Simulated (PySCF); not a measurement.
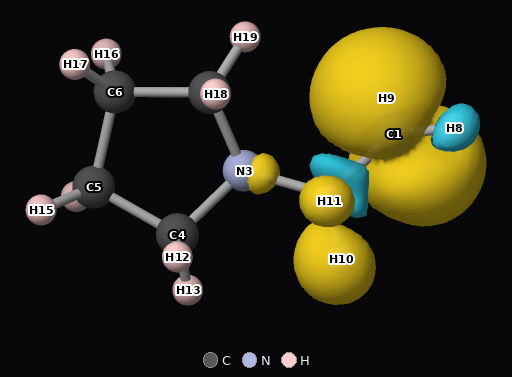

Figure. C6H12N (SMILES [CH2]CN1CCCC1) (doublet). Isosurfaces of the spin density (α minus β) at +0.015 (yellow) and −0.015 e/Å³ (cyan), seen at a tilt.

Geometry: GFN2-xTB.

The calculation used UKS B3LYP, pcH-1 on C H N, non-relativistic, mean-field spin-orbit, GIAO (PySCF 2.14.0, density-fitted response routines).

```xyz
19

C     2.6253    0.7198   -0.2669
C     1.7221   -0.4131   -0.0157
N     0.3485   -0.0903   -0.3293
C    -0.5568   -1.2224   -0.2938
C    -1.9453   -0.5810   -0.3511
C    -1.7407    0.8239    0.2460
C    -0.2452    0.8853    0.5665
H     3.5742    0.7781    0.2272
H     2.3647    1.4546   -1.0004
H     1.9990   -1.2712   -0.6550
H     1.8355   -0.7647    1.0328
H    -0.4418   -1.8042    0.6397
H    -0.3640   -1.8866   -1.1387
H    -2.2840   -0.5094   -1.3833
H    -2.6763   -1.1637    0.2069
H    -2.0053    1.5895   -0.4814
H    -2.3426    0.9817    1.1396
H    -0.0662    0.6132    1.6233
H     0.1891    1.8697    0.3909
```

Question: Which atoms carry the spin?

Answer: The unpaired spin (1 electron) lies mostly on C1 (about 0.7), in electrons by Hirshfeld's partition.
